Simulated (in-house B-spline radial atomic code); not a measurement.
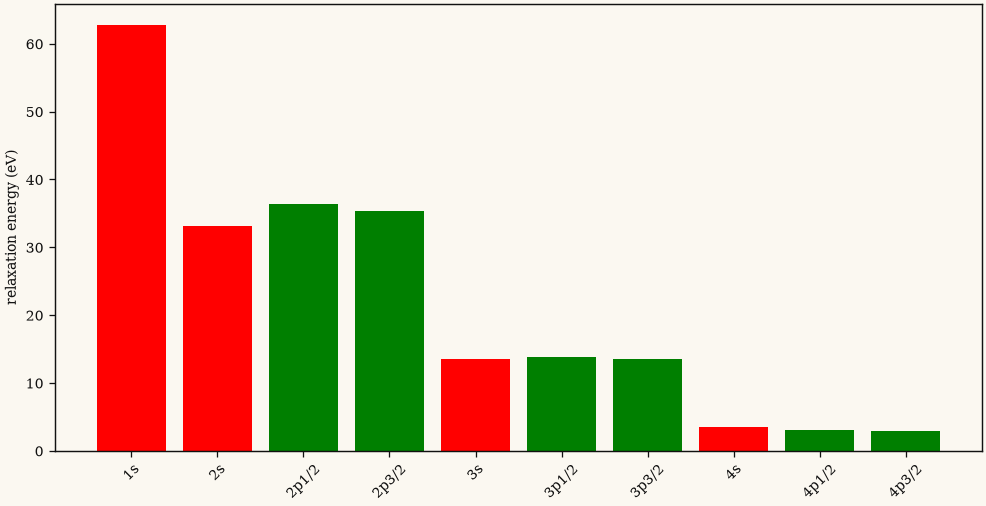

The Ag²⁺ ion in the configuration [Kr] 4d9 (open shells shared over both j by 2j + 1). Method: Dirac-Hartree-Fock, average of configuration, Fermi nucleus, basis-set limit; computed with an in-house B-spline radial code. One electron is taken from each of the shells shown in turn, and the ion is relaxed; bars are coloured by l. The plot shows the relaxation energy, Koopmans' value −ε less the difference of self-consistent energies.

**Which hole relaxes most, and what are the binding energies?**

Among the shells shown the largest bar is that of 1s. 1s: −ε = 25.69 keV, relaxed 25.62 keV, relaxation 62.7 eV; 2s: −ε = 3887 eV, relaxed 3854 eV, relaxation 33.2 eV; 2p1/2: −ε = 3602 eV, relaxed 3566 eV, relaxation 36.4 eV; 2p3/2: −ε = 3426 eV, relaxed 3391 eV, relaxation 35.4 eV; 3s: −ε = 768.2 eV, relaxed 754.7 eV, relaxation 13.5 eV; 3p1/2: −ε = 653.7 eV, relaxed 639.9 eV, relaxation 13.9 eV; 3p3/2: −ε = 621.6 eV, relaxed 608.2 eV, relaxation 13.5 eV; 4s: −ε = 138.9 eV, relaxed 135.4 eV, relaxation 3.56 eV.
